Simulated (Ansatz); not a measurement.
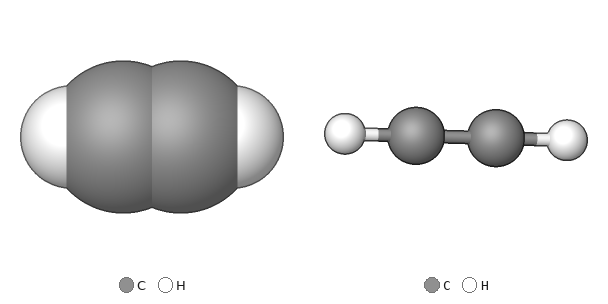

The same structure drawn twice, from different directions.

Description:

The molecule is C₂H₂. This geometry has D∞h symmetry. All atoms lie on one line. Coordination: 2 C linear.

The parts below concern this one geometry. Atoms keep their numbers from picture to picture. The computed structure is the end point of a PBE0-D4/def2-TZVP optimisation.

**Shape**

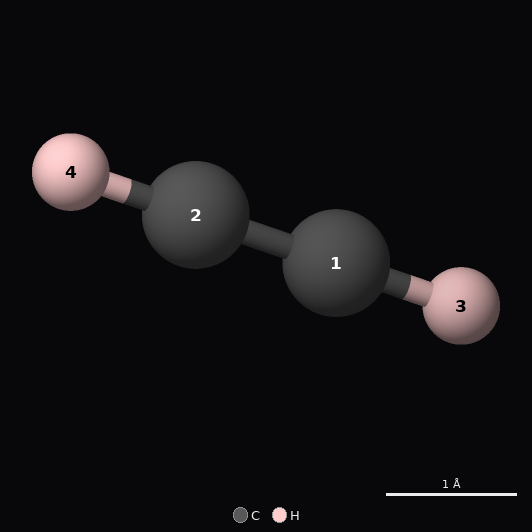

Give these bond angles: C2–C1–H3.

```
   angle  degrees
C2–C1–H3    180.0
```

**Electronic properties**

Method: RKS PBE0-D4/def2-TZVPP (Ansatz 0.2.0).

Question: What is the LUMO energy (Kohn–Sham orbital)?

Answer: 0.86 eV.

Question: What is the HOMO energy (Kohn–Sham orbital)?

Answer: −8.43 eV.

**Charges**

The questions are on Mulliken charges. Method: RKS PBE0-D4/def2-TZVP (Ansatz 0.2.0).

Give the Mulliken charges atom by atom.

| atom | value (e) |
| --- | --- |
| C1 | −0.19 |
| C2 | −0.19 |
| H3 | 0.19 |
| H4 | 0.19 |

**Thermal motion**

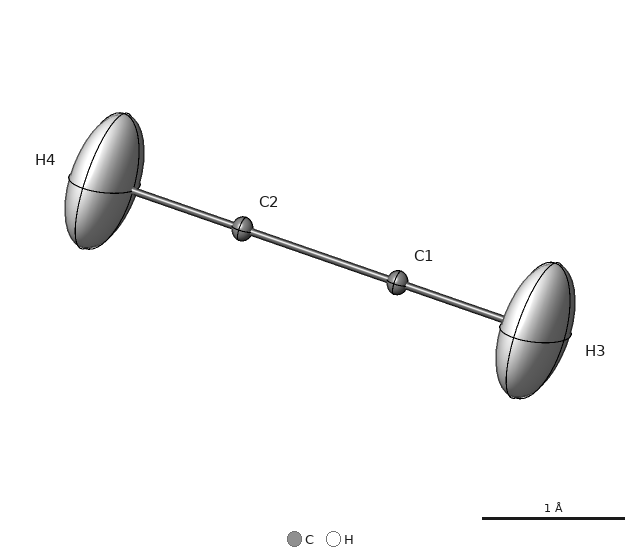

Displacement ellipsoids at the 50 % level, enlarged 2 times, from the internal vibrations of the free molecule (harmonic, no overall translation or rotation; no half-axis is drawn under 0.075 Å). Vibrations computed with RKS PBE0-D4/def2-TZVP (Ansatz 0.2.0). Temperature: 600 K.

Give the displacement parameters, one line for each set of equivalent atoms.

```json
{"atom": "C1, C2", "U_eq (Å²)": "0.00062", "rms amplitudes (Å)": "0.018, 0.028, 0.028"}
{"atom": "H3, H4", "U_eq (Å²)": "0.0191", "rms amplitudes (Å)": "0.070, 0.162, 0.162"}
```

Mulliken values depend strongly on the basis set and can even reverse the polarity of a bond.
